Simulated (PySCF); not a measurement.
```xyz
2

Ca    0.0000    0.0000   -0.5214
O     0.0000    0.0000    1.3026
```

Computed with PBE0/aug-pcseg-1, non-relativistic, at a bond length of 1.824 Å (PySCF 2.14.0).

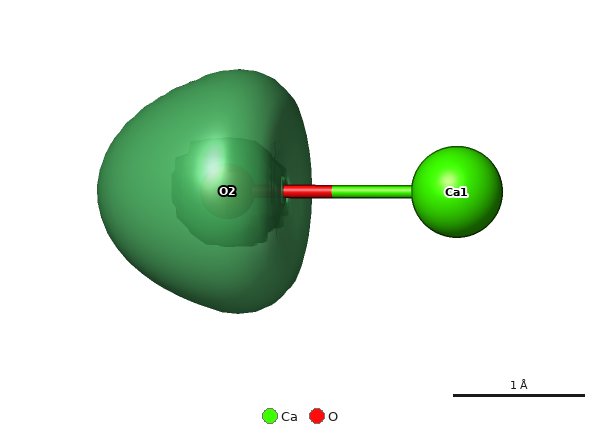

CaO. Isosurface of the ELF at 0.75 (green), seen from one side. Only the valence region is drawn (cores and ρ < 0.01 e/Å³ removed).

What do the ELF domains correspond to?

At this value the surface marks out one region wrapped around O (its valence shell).

Values along the shortest contacts:
Ca–O (1.82 Å): the ELF peaks at about 0.85 in the valence shell of O, 0.5 Å from its nucleus, and drops to about 0.25 between the two atoms: a largely ionic contact.
